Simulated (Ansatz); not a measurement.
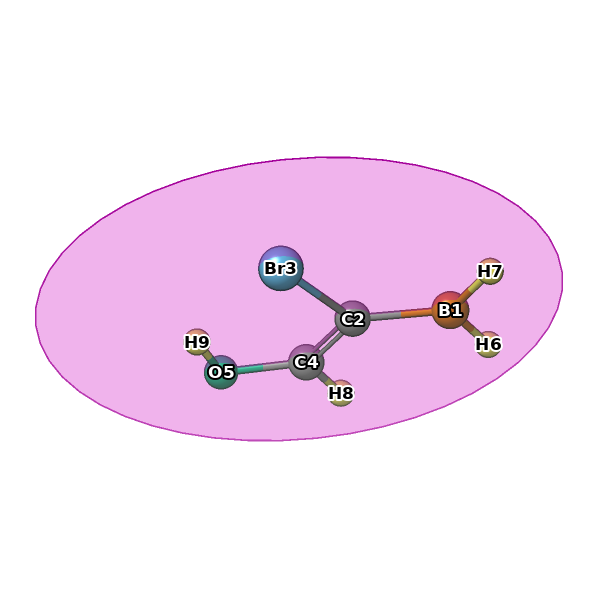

A disc through the centre of mass is drawn in. Atoms fade into the background with distance from the viewer. The computed structure is the end point of a PBE-D4/def2-SVP optimisation. No frequency run is at hand to confirm it as a minimum.

> Is the plane of the disc a mirror plane of the structure?

Yes. The reflection leaves B1, C2, Br3, C4, O5, H6, H7, H8, H9 in place. The point group is Cs.
